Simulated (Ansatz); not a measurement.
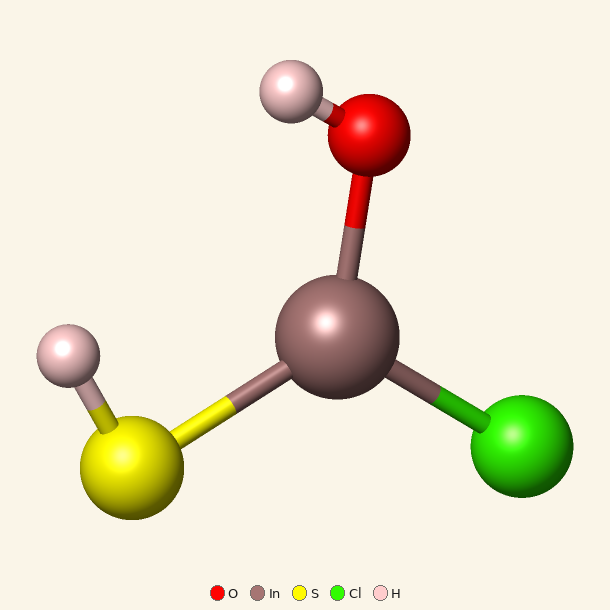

The picture shows a molecular structure as a ball-and-stick model. Every bond is drawn as one stick, whatever its order.

The computed structure is the end point of a PBE0-D4/def2-TZVP optimisation.

> Which formula does it have?

ClH2InOS, 6 atoms: 1 chlorine, 2 hydrogen, 1 indium, 1 oxygen and 1 sulfur.

> How many atoms are distinct by symmetry?

6: 1 O, 1 In, 1 S, 1 Cl, 1 H, 1 H.

> What is the point group of this geometry?

Cs.

> Count the bonded pairs by element.

1 In–O, 1 In–S, 1 Cl–In, 1 O–H, 1 S–H.

The parts below concern this one geometry. Atoms keep their numbers from picture to picture.

Shape

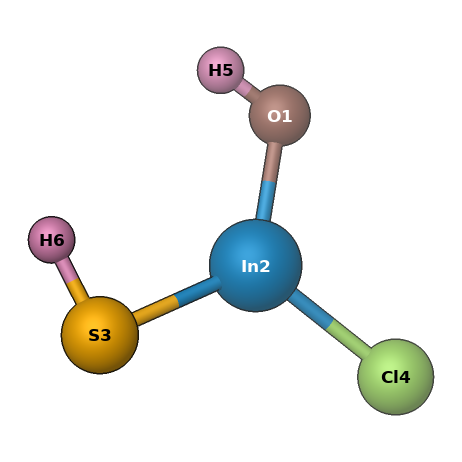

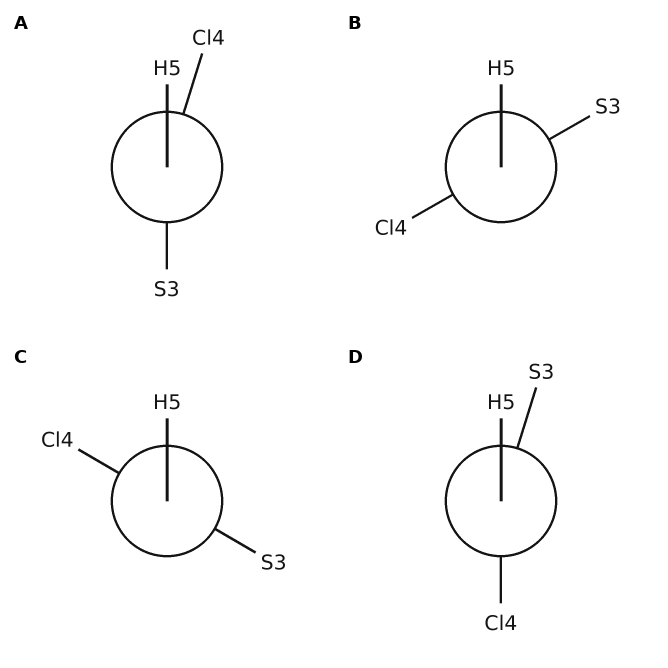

Distant atoms are faded towards the background colour. Bonds that would overlap in a projection are set slightly apart.

> Which Newman projection shows the view along O1–In2, with O1 in front?

D. The torsion angle H5–O1–In2–Cl4 is 180°, antiperiplanar (anti).

Charges

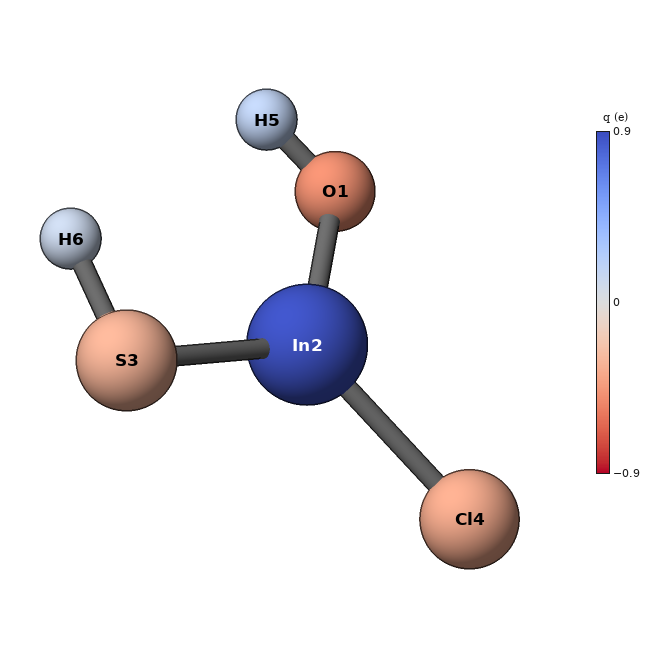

Atoms are coloured by their Mulliken charges. Properties computed with RKS B3LYP-D4/def2-TZVPP, core potentials on In (Ansatz 0.2.0).

List the Mulliken charges.

| atom | value (e) |
| --- | --- |
| O1 | −0.48 |
| In2 | 0.86 |
| S3 | −0.31 |
| Cl4 | −0.36 |
| H5 | 0.17 |
| H6 | 0.11 |

Dipole moment

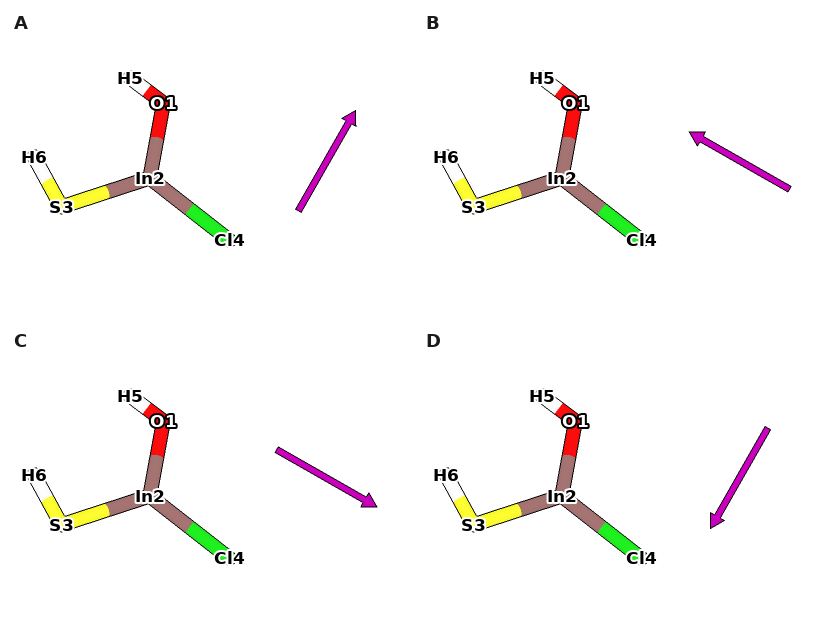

The same molecule four times, each with an arrow. Properties computed with RKS ωB97M-V/def2-TZVPP, core potentials on In (Ansatz 0.2.0).

> Which arrow points along the dipole moment, from the negative to the positive end?

B. The dipole moment is 3.08 D; it points from the side of Cl4 to the side of H6 (the outermost atoms at the two ends).

Electronic properties

Level of theory: RKS r2SCAN0-D4/def2-TZVPP, core potentials on In (Ansatz 0.2.0).

> What is the HOMO energy (Kohn–Sham orbital)?

−8.31 eV.

> Give the HOMO–LUMO gap at this level.

6.29 eV.

Mulliken values depend strongly on the basis set and can even reverse the polarity of a bond.
